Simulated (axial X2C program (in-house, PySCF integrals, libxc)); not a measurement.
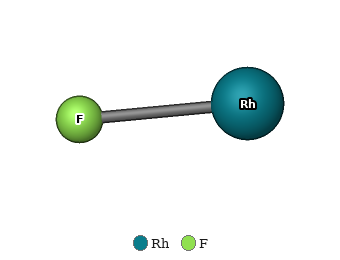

The molecule at the reference distance of 1.794 Å.

Relativistic diatomic calculation for RhF⁺

RhF⁺, single determinant with Ω = 3/2. Computed at this level: HF, two-component X2C with atomic mean-field Coulomb and Gaunt terms, Rh dyall-cv3z, F dyall-av3z (cores contracted) (axial X2C program (in-house, PySCF integrals, libxc)).

Input file:
```
{"zs": [45, 9], "q": 1, "bas": ["dyall-cv3z", "dyall-av3z"], "levels": ["PBE0", "HF", "B97-3"], "cc": true, "r0": 1.89, "thr": -2.0, "nmax": 90, "npts": 10, "nst": 2, "ntry": 6}
```

The line is the task of a batch: nuclear charges, charge, bases, the levels to run, a first guess of the distance and further settings. This report covers HF with spin-orbit coupling. The log is that of the reference distance 1.794 Å.

The run was one of a batch that the task file lists, launched with:
```bash
python <driver script> task.json out
```

Log:
```
two-component X2C + atomic mean field  HF
basis functions 204  fitting functions 945  grid points 5075
iter        total energy     max residual
   1      -4878.505588628     4.60e-01
   2      -4878.545021055     2.11e-02
   3      -4878.549612419     1.01e-01
   4      -4878.552024108     1.23e-02
   5      -4878.552286247     3.79e-03
   6      -4878.552389857     4.66e-03
   7      -4878.552425120     1.69e-03
   8      -4878.552451575     1.21e-03
   9      -4878.552475132     2.44e-03
  10      -4878.552502830     2.28e-03
  11      -4878.552524024     9.27e-04
  12      -4878.552536647     6.02e-04
  13      -4878.552543676     7.69e-04
  14      -4878.552547996     5.74e-04
  15      -4878.552550172     1.74e-04
  16      -4878.552550984     1.43e-04
  17      -4878.552551260     1.18e-04
  18      -4878.552551367     4.65e-05
  19      -4878.552551405     2.42e-05
  20      -4878.552551420     2.28e-05
  21      -4878.552551430     1.70e-05
  22      -4878.552551436     7.54e-06
  23      -4878.552551438     3.91e-06
  24      -4878.552551439     2.06e-06
converged
one-electron -6948.91928146  Coulomb 2100.78878722  exact exchange -147.45466287  xc functional 0.00000000  nuclear repulsion 119.46308273  atomic mean-field constant -2.43047706
correlated 15  virtual 279  natural virtual 90  E(MP2) -0.509107511  MP2 remainder -0.047154091
iter   CCSD correlation   residual
   1     -0.442897813   1.65e-01
   2     -0.454929897   1.03e-01
   3     -0.460510165   3.71e-02
   4     -0.461366679   1.87e-02
   5     -0.461457163   9.03e-03
   6     -0.461606826   4.90e-03
   7     -0.461642408   3.03e-03
   8     -0.461657371   1.83e-03
   9     -0.461668725   1.23e-03
  10     -0.461652697   9.16e-04
  11     -0.461673166   6.63e-04
  12     -0.461665221   4.47e-04
  13     -0.461678900   2.91e-04
  14     -0.461676612   1.90e-04
  15     -0.461678130   1.14e-04
  16     -0.461677498   6.89e-05
  17     -0.461677267   4.23e-05
  18     -0.461677282   3.00e-05
  19     -0.461677158   2.14e-05
  20     -0.461677028   1.39e-05
  21     -0.461677146   9.83e-06
  22     -0.461676891   7.58e-06
  23     -0.461676944   5.95e-06
  24     -0.461676852   4.49e-06
  25     -0.461676822   3.35e-06
  26     -0.461676815   2.60e-06
(T) -0.0173185000832345  T1 0.0472  D1 0.1133  max T2 0.071
```

The points of the curve:

| R (Å) | E (hartree) | dipole (D; origin at the first atom, positive when the second is positive) | highest filled (eV) | lowest empty (eV) |
| --- | --- | --- | --- | --- |
| 1.633 | −4878.526768 | −3.18 | −19.73 | −6.55 |
| 1.686 | −4878.541227 | −3.51 | −19.89 | −6.71 |
| 1.740 | −4878.549345 | −3.83 | −20.07 | −6.85 |
| 1.794 | −4878.552551 | −4.13 | −20.24 | −6.98 |
| 1.857 | −4878.551575 | −4.47 | −20.43 | −7.13 |
| 1.920 | −4878.546854 | −4.79 | −20.62 | −7.26 |
| 2.000 | −4878.537027 | −5.14 | −20.64 | −7.40 |

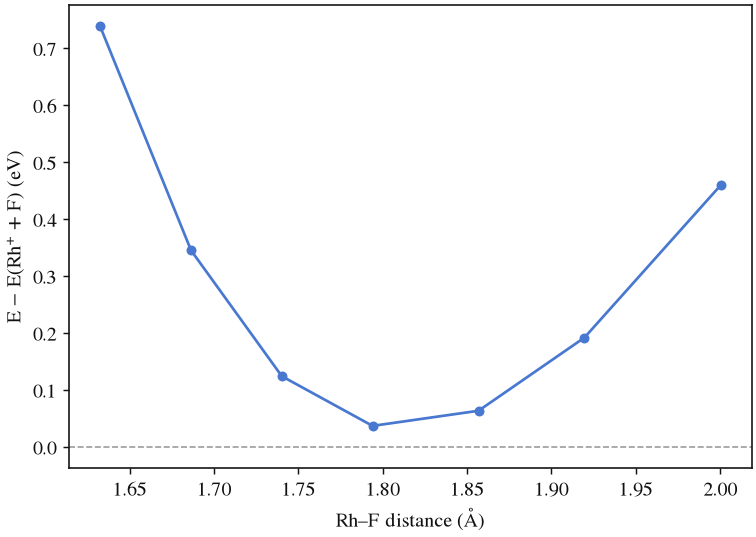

Energy at 7 bond lengths, for one set of occupations held fixed; the line joins the points. A polynomial of degree 5 through 7 points gives rₑ = 1.811 Å, ωₑ = 742.4 cm⁻¹, ωₑxₑ = 2.9 cm⁻¹ and Bₑ = 0.3205 cm⁻¹. The whole curve lies above Rh⁺ + F, so the molecule isn't bound against them at this level.

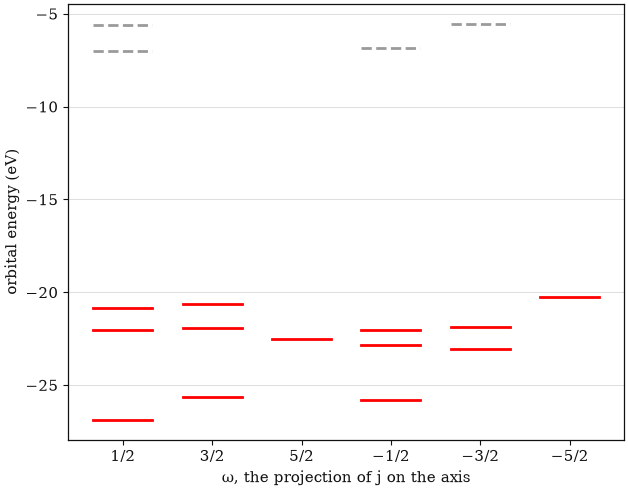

Orbital energies near the frontier at 1.79 Å, filled (solid) and empty (dashed). The highest filled spinor (−5/2; 100 % Rh d) lies at −20.24 eV, the lowest empty one (1/2; 65 % Rh s, 23 % Rh p) at −6.98 eV.

Key numbers:

- outcome: converged
- bond length rₑ: 1.811 Å
- ωₑ: 742.4 cm⁻¹
- energy at the minimum: −4878.55273 hartree
- depth below the fragments: −0.03 eV
- hardware: 1 thread of AMD EPYC (Zen 3), 24 GiB of memory available, shared host
- wall time: 8.9 s
- peak memory: 0.94 GiB

Notes:

Hartree–Fock lacks correlation, so it usually binds too weakly. Caveats: 7 of the 10 points asked for were kept.
